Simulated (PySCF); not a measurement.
# What a change does: NMR shielding calculation on C5H7FNP

System: C5H7FNP.
Method of run A: GIAO PBE0/pcSseg-1 NMR shielding, non-relativistic, IEF-PCM methanol (PySCF 2.14.0).

The geometry comes from this level: PBE0-D3(BJ)/def2-SVP. Text and figures count atoms from 1; the logs count them from 0 in places.

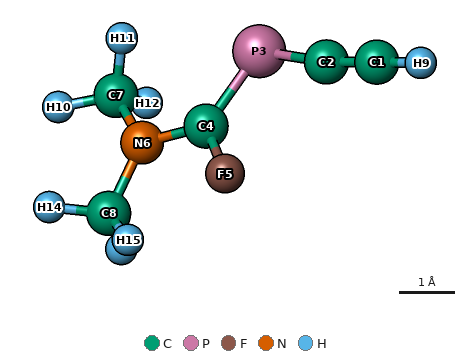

Figure 1. The structure (ball-and-stick view, seen at a tilt; atoms are numbered from 1 in the order of the input).

**Input, run A**
```
{"job": {"kind": "nmr", "xc": "PBE0", "basis": "pcSseg-1", "solvent": "methanol", "pop": false}, "charge": 0, "multiplicity": 1}
C      4.034861     0.044129     0.960923
C      2.830630    -0.053856     1.122047
P      1.139795    -0.193153     1.584682
C      0.452684    -0.221100    -0.011929
F      1.176481    -0.047070    -1.104218
N     -0.854943    -0.409820    -0.276349
C     -1.752508    -0.592651     0.836311
C     -1.426919    -0.113318    -1.570776
H      5.094450     0.126759     0.803734
H     -2.706049    -0.994457     0.469135
H     -1.315407    -1.306357     1.553115
H     -1.942487     0.354406     1.374081
H     -1.895995     0.887242    -1.587385
H     -2.195825    -0.862225    -1.811662
H     -0.652297    -0.148200    -2.343318
```

The first line tells a small driver script what to run in PySCF; the rest is the geometry in Å.

Command:
```bash
OMP_NUM_THREADS=1 python <driver script> task.json out
```

Hardware: 1 CPU thread, shared host.

**Output (run A)**
```
coarse grid: 13544 points
cycle   1  E = -689.9014032752  dE =  1.083e+00  |g| = 5.680e-01  |ddm| = 3.638e+00
cycle   2  E = -689.8107050650  dE =  9.070e-02  |g| = 8.615e-01  |ddm| = 1.168e+00
cycle   3  E = -689.9706794177  dE = -1.600e-01  |g| = 1.080e-01  |ddm| = 7.244e-01
cycle   4  E = -689.9731279924  dE = -2.449e-03  |g| = 4.757e-02  |ddm| = 1.367e-01
cycle   5  E = -689.9736403277  dE = -5.123e-04  |g| = 1.500e-02  |ddm| = 5.025e-02
cycle   6  E = -689.9736855572  dE = -4.523e-05  |g| = 3.815e-03  |ddm| = 1.303e-02
cycle   7  E = -689.9736888008  dE = -3.244e-06  |g| = 1.156e-03  |ddm| = 4.783e-03
final grid: 128168 points
cycle   8  E = -690.0281740668  dE = -3.496e-05  |g| = 7.888e-03  |ddm| = 3.010e-02
cycle   9  E = -690.0281597164  dE =  1.435e-05  |g| = 1.085e-02  |ddm| = 1.755e-02
cycle  10  E = -690.0281901319  dE = -3.042e-05  |g| = 2.095e-03  |ddm| = 1.098e-02
cycle  11  E = -690.0281911395  dE = -1.008e-06  |g| = 2.977e-04  |ddm| = 1.621e-03
cycle  12  E = -690.0281911507  dE = -1.117e-08  |g| = 1.995e-04  |ddm| = 3.428e-04
cycle  13  E = -690.0281911602  dE = -9.474e-09  |g| = 3.454e-05  |ddm| = 1.671e-04
cycle  14  E = -690.0281911604  dE = -2.894e-10  |g| = 1.275e-05  |ddm| = 4.898e-05
converged SCF energy = -690.0281911604

GIAO shielding tensors (ppm)
atom      isotropic    diamagn.    paramagn.     s11        s22        s33       span
  0 C       78.245     260.134    -181.889     -1.204     24.228    211.712    212.916
  1 C      101.015     266.273    -165.259     -8.172     12.689    298.527    306.699
  2 P      406.874     966.541    -559.668    244.126    450.532    525.962    281.836
  3 C      -27.468     253.034    -280.502   -177.028     24.104     70.520    247.548
  4 F      198.731     476.399    -277.668     40.495    212.861    342.837    302.342
  5 N      125.092     332.339    -207.248      6.937    177.622    190.716    183.779
  6 C      147.073     246.022     -98.949    126.395    131.546    183.277     56.883
  7 C      147.989     245.266     -97.277    122.290    137.176    184.501     62.211
  8 H       27.679      32.708      -5.029     23.359     23.491     36.186     12.826
  9 H       28.224      27.814       0.410     23.429     26.887     34.357     10.929
 10 H       28.455      28.178       0.277     23.795     28.437     33.134      9.339
 11 H       28.603      28.387       0.216     25.126     26.086     34.599      9.473
 12 H       28.439      28.454      -0.015     24.262     25.575     35.479     11.217
 13 H       28.525      27.919       0.606     24.111     26.387     35.077     10.966
 14 H       27.360      29.680      -2.320     21.873     28.050     32.156     10.283
```

For run B the input was changed thus:
```diff
-"solvent": "methanol"
-"pop": false
+"solvent": "chloroform"
+"pop": true
```

Predict how the results change.

The total energy of run B is 2.3 kcal/mol higher: the change of the electrostatic solvation energy at this fixed geometry, without cavity or dispersion terms. The HOMO goes from −5.86 to −5.78 eV. The LUMO goes from −0.94 to −0.88 eV. The dipole moment goes from 6.47 to 5.94 D. Of all shieldings, the largest change is that of P3, by −7.7 ppm. The number of SCF iterations is the same.

**Output (run B)**
```
coarse grid: 13544 points
cycle   1  E = -689.8955020475  dE =  1.089e+00  |g| = 5.730e-01  |ddm| = 3.638e+00
cycle   2  E = -689.7888063913  dE =  1.067e-01  |g| = 8.989e-01  |ddm| = 1.240e+00
cycle   3  E = -689.9661761223  dE = -1.774e-01  |g| = 1.214e-01  |ddm| = 7.924e-01
cycle   4  E = -689.9693630421  dE = -3.187e-03  |g| = 5.369e-02  |ddm| = 1.611e-01
cycle   5  E = -689.9700204167  dE = -6.574e-04  |g| = 1.542e-02  |ddm| = 5.636e-02
cycle   6  E = -689.9700677024  dE = -4.729e-05  |g| = 4.109e-03  |ddm| = 1.366e-02
cycle   7  E = -689.9700712978  dE = -3.595e-06  |g| = 1.518e-03  |ddm| = 4.917e-03
final grid: 128168 points
cycle   8  E = -690.0245745889  dE = -3.311e-05  |g| = 8.361e-03  |ddm| = 3.005e-02
cycle   9  E = -690.0245514749  dE =  2.311e-05  |g| = 1.252e-02  |ddm| = 1.946e-02
cycle  10  E = -690.0245924439  dE = -4.097e-05  |g| = 2.408e-03  |ddm| = 1.261e-02
cycle  11  E = -690.0245938186  dE = -1.375e-06  |g| = 3.238e-04  |ddm| = 1.851e-03
cycle  12  E = -690.0245938315  dE = -1.287e-08  |g| = 2.315e-04  |ddm| = 4.358e-04
cycle  13  E = -690.0245938444  dE = -1.297e-08  |g| = 3.392e-05  |ddm| = 1.947e-04
cycle  14  E = -690.0245938447  dE = -2.806e-10  |g| = 1.314e-05  |ddm| = 5.106e-05
converged SCF energy = -690.0245938447

GIAO shielding tensors (ppm)
atom      isotropic    diamagn.    paramagn.     s11        s22        s33       span
  0 C       78.653     260.579    -181.926     -0.170     24.467    211.663    211.833
  1 C      101.345     266.027    -164.682     -7.750     13.080    298.704    306.454
  2 P      399.156     966.454    -567.299    236.741    449.548    511.178    274.437
  3 C      -27.841     253.013    -280.854   -179.647     25.211     70.912    250.558
  4 F      199.016     476.326    -277.310     40.539    213.710    342.798    302.259
  5 N      131.897     332.330    -200.433     18.865    177.562    199.265    180.400
  6 C      147.166     245.909     -98.742    126.426    131.696    183.377     56.951
  7 C      148.195     245.194     -96.999    122.896    137.218    184.471     61.574
  8 H       27.821      32.865      -5.044     23.531     23.680     36.251     12.720
  9 H       28.390      28.007       0.383     23.618     27.053     34.498     10.880
 10 H       28.408      28.174       0.234     23.757     28.366     33.101      9.344
 11 H       28.649      28.444       0.205     25.185     26.123     34.638      9.453
 12 H       28.524      28.569      -0.045     24.338     25.668     35.565     11.228
 13 H       28.654      28.089       0.565     24.251     26.522     35.190     10.940
 14 H       27.374      29.701      -2.327     21.879     28.066     32.175     10.297
```

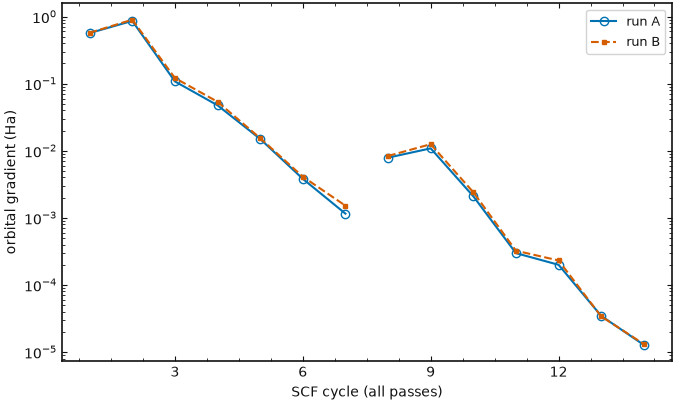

Figure 2. Convergence of the two runs: orbital gradient against the SCF cycle. A break in a curve parts two SCF passes (coarse and final grid). Run A takes 14 cycles in all, and run B takes 14.

**The two runs side by side**

| quantity | run A | run B |
| --- | --- | --- |
| outcome | converged | converged |
| total energy (hartree) | −690.028191 | −690.024594 |
| HOMO (eV) | −5.86 | −5.78 |
| LUMO (eV) | −0.94 | −0.88 |
| dipole moment (D) | 6.47 | 5.94 |
| shielding of C1 (ppm) | 78.2 | 78.7 |
| shielding of C2 (ppm) | 101.0 | 101.3 |
| shielding of P3 (ppm) | 406.9 | 399.2 |
| shielding of C4 (ppm) | −27.5 | −27.8 |
| shielding of F5 (ppm) | 198.7 | 199.0 |
| shielding of N6 (ppm) | 125.1 | 131.9 |
| shielding of C8 (ppm) | 148.0 | 148.2 |
| SCF iterations | 14 | 14 |
| basis functions | 178 | 178 |
| wall time (shared host) | 24 s | 30 s |
